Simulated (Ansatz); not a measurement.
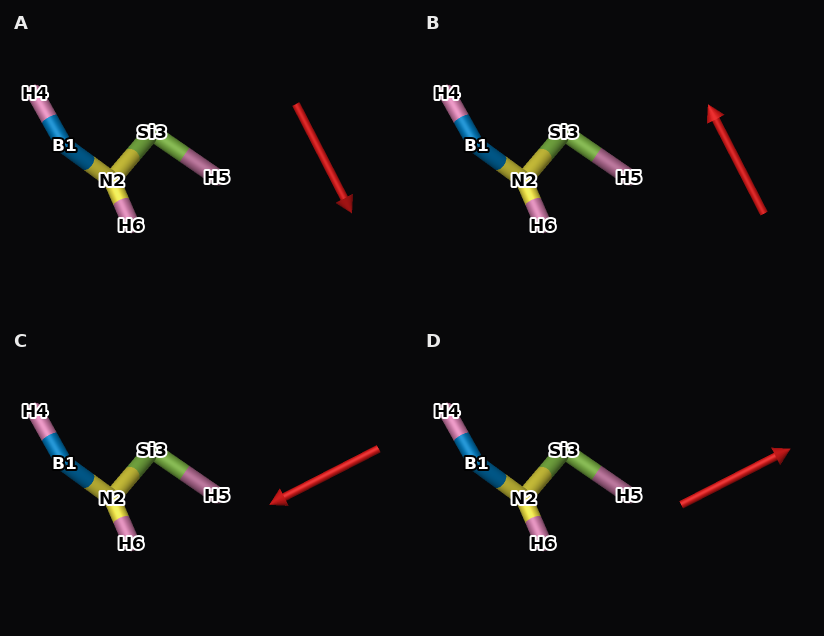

The same molecule four times, each with an arrow. Charge 0, doublet. Computed geometry: PBE-D4/def2-SVP optimisation. No frequency run is at hand to confirm it as a minimum. Properties computed with UKS PBE-D4/def2-SVP (Ansatz 0.2.0).

### Which arrow points along the dipole moment, from the negative to the positive end?

A. The dipole moment is 1.49 D; it points from the side of H4 to the side of H5, H6 (the outermost atoms at the two ends).
